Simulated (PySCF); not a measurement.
```xyz
20

C     3.5081    0.4304   -0.4263
C     2.3350   -0.4515   -0.4721
C     1.4650   -1.0956   -1.2078
P     1.1418   -1.3723    0.5784
C    -0.1150   -0.0078    0.9299
P    -1.1494    0.3532   -0.5680
C    -2.3729    1.4847    0.2404
C    -2.1574   -1.1946   -0.5507
H     3.8119    0.7120   -1.4341
H     3.2766    1.3311    0.1423
H     4.3347   -0.0761    0.0721
H     1.1540   -1.3328   -2.2002
H     0.4169    0.9037    1.2214
H    -0.7489   -0.3159    1.7675
H    -2.7732    1.0493    1.1556
H    -3.1872    1.6764   -0.4563
H    -1.8864    2.4316    0.4690
H    -1.5112   -2.0370   -0.7934
H    -2.6107   -1.3567    0.4270
H    -2.9370   -1.1214   -1.3074
```

Geometry: GFN2-xTB.

Level of theory: PySCF 2.14.0, PBE0/pcSseg-1, SCF density, gas phase, non-relativistic.

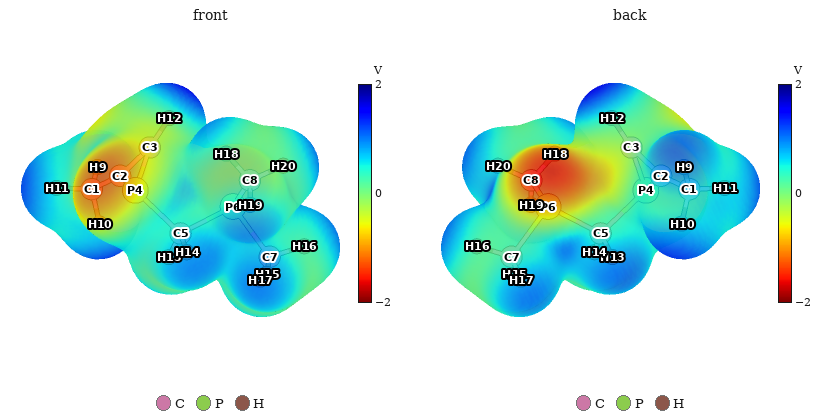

C$_{6}$H$_{12}$P$_{2}$ (SMILES CC1=CP1CP(C)C). The electrostatic potential painted on the density surface at 0.004 e/bohr³, seen from the front and from behind; the colour scale runs from red (negative) to blue (positive).

Question: Which sites attract a positive test charge, and which a negative one?

Answer: A positive charge is drawn to the negative regions and a negative charge to the positive ones. The most negative region (about −1.5 V) lies over P6, the most positive (about +1.4 V) over H12.
